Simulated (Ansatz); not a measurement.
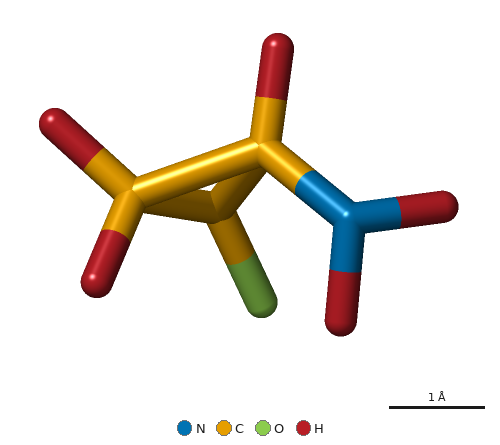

This is the input geometry for a relaxation of C3H5NO. The picture is a stick view, seen at a tilt.

The run prepares an end point of a later path (torsion) calculation, from a guessed geometry.

The calculation used RKS r2SCAN-D4/def2-SVP (Ansatz).

Input file:
```yaml
crystal:
  periodic: [false, false, false]
  atoms:
    - { symbol: "N", position_ang: [-1.447, 0.0066, -0.1587] }
    - { symbol: C, position_ang: [-0.2023, -0.6178, 0.0552] }
    - { symbol: C, position_ang: [0.8423, 0.0867, 0.8167] }
    - { symbol: C, position_ang: [1.0363, -0.007, -0.6189] }
    - { symbol: O, position_ang: [1.0286, 0.8417, -1.4831] }
    - { symbol: H, position_ang: [-1.3448, 1.0596, -0.3805] }
    - { symbol: H, position_ang: [-1.9014, -0.3099, -1.0179] }
    - { symbol: H, position_ang: [-0.1828, -1.6808, 0.0931] }
    - { symbol: H, position_ang: [0.6833, 1.086, 1.275] }
    - { symbol: H, position_ang: [1.571, -0.5163, 1.4221] }
basis:
  gaussian: { orbitals: def2-SVP }
hamiltonian:
  xc: r2scan
  dispersion: d4
relax:
  f_tol: 0.015
  max_steps: 40
output:
  orbitals: {}
```

Run as
```bash
ansatz run input.yaml --threads 2 --pin off --max-ram 3072MiB --backend cpu --events-out ev --progress --plain --runs-dir out
```

Q: Where does the relaxation end?

A: Over 13 accepted moves (15 points after the start) the energy falls by 0.978 eV. Largest force component: 3.7 eV/Å at the start, 0.011 eV/Å at the end. The line search rejected the trial steps at points 9, 13 of the run. The atom that moves furthest after the best rigid fit is O5 (0.46 Å). Largest moves by element: O 0.46 Å, H 0.19 Å, C 0.17 Å, N 0.09 Å. Among the contacts that change: C2–C3 1.472 → 1.564 Å, N1–H6 1.081 → 1.022 Å, C2–C4 1.537 → 1.478 Å, C2–H8 1.064 → 1.098 Å. Among the angles between lasting bonds that change: C2–C4–O5 125.9° → 147.4°, C3–C4–O5 131.3° → 145.1°, C4–C3–H10 114.3° → 121.0°. Cost: 43 s on 2 threads of Arm Neoverse V2, on a shared host, peak memory 0.19 GiB.

Final geometry:

```xyz
10

N    -1.5262   -0.0057   -0.1135
C    -0.1950   -0.5491   -0.0542
C     0.8933    0.1419    0.8308
C     0.9670    0.1496   -0.6435
O     1.4418    0.6947   -1.6056
H    -1.4839    1.0032   -0.2695
H    -2.0158   -0.3879   -0.9248
H    -0.1758   -1.6445    0.0221
H     0.6678    1.0910    1.3383
H     1.5101   -0.5443    1.4229
```

The end point in the same view:

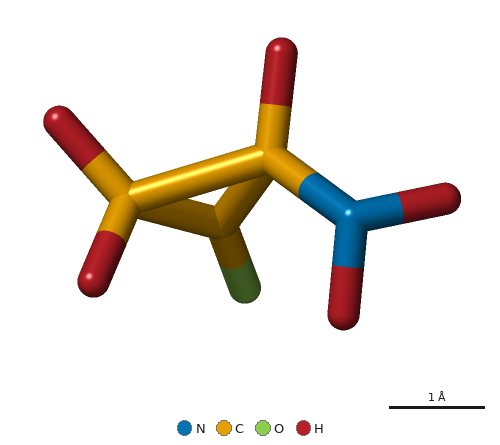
